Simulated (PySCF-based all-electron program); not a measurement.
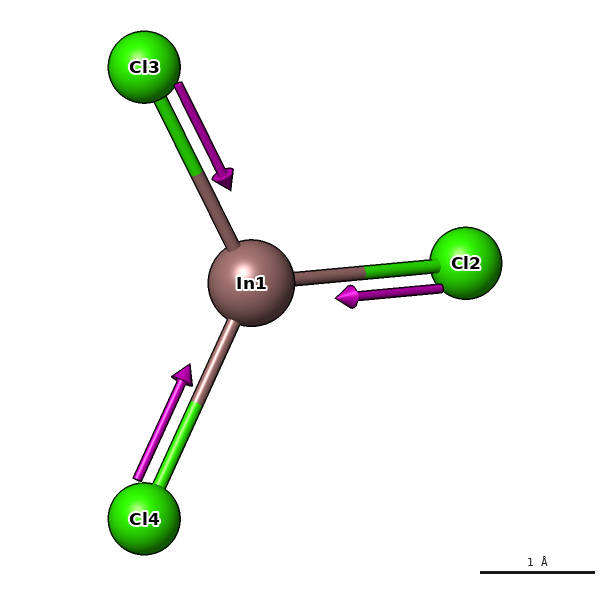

Arrows show the forces on the atoms, 2 Å of arrow for 1 eV/Å; forces under a tenth of the largest aren't drawn. Level of theory: LDA, all-electron, scalar-relativistic (Koelling-Harmon), large uncontracted Gaussian sets (PySCF-based all-electron program).

List the force components in the frame of the picture (x right, y up, z towards the viewer), in eV/Å.

```json
{"atom": "In1", "Fx": "0.00", "Fy": "0.00", "Fz": "0.00"}
{"atom": "Cl2", "Fx": "−0.47", "Fy": "−0.04", "Fz": "0.33"}
{"atom": "Cl3", "Fx": "0.23", "Fy": "−0.47", "Fz": "−0.23"}
{"atom": "Cl4", "Fx": "0.24", "Fy": "0.52", "Fz": "−0.10"}
```
